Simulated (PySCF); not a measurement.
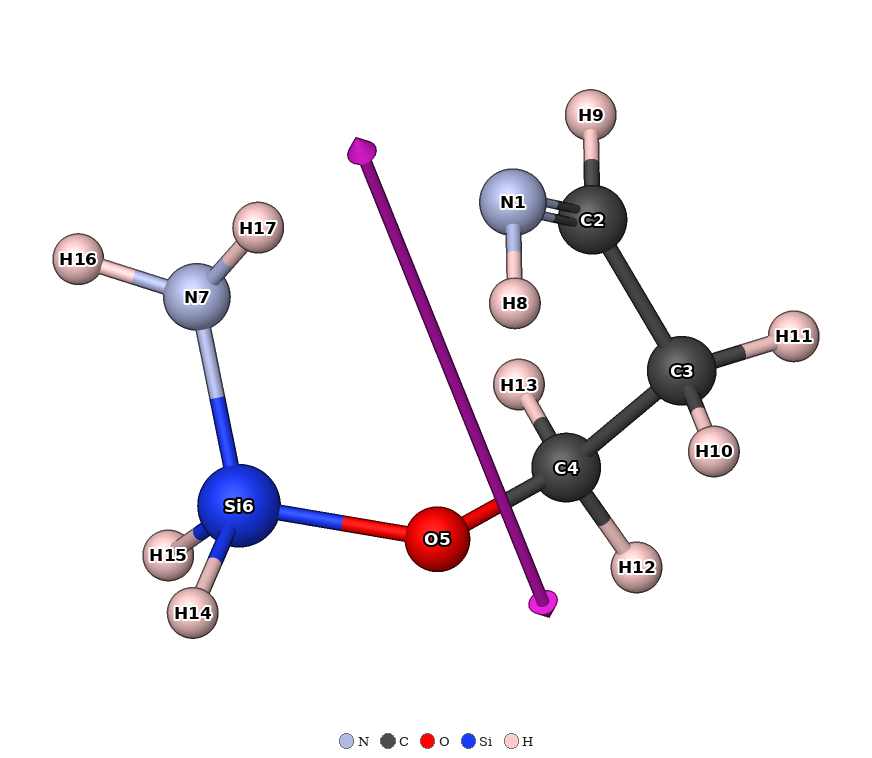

The double arrow shows the direction of the transition dipole to excited singlet state 5 (its length means nothing). The geometry was computed by an optimisation with GFN2-xTB. No frequency run is at hand to confirm it as a minimum. Properties computed with TDDFT ωB97X-D/def2-SVPD, vertical, gas phase, core orbitals frozen in the response (PySCF 2.14.0).

Where does the transition lie, and how strong is it?

Answer. 7.51 eV (165 nm), oscillator strength 0.086, mainly HOMO−2 → LUMO (weight 0.85); transition dipole 1.74 D.

The geometry is semi-empirical. Around Si such bond lengths and angles can be off by a tenth of an ångström or more and by several degrees, and values that hang on the shape move with them.
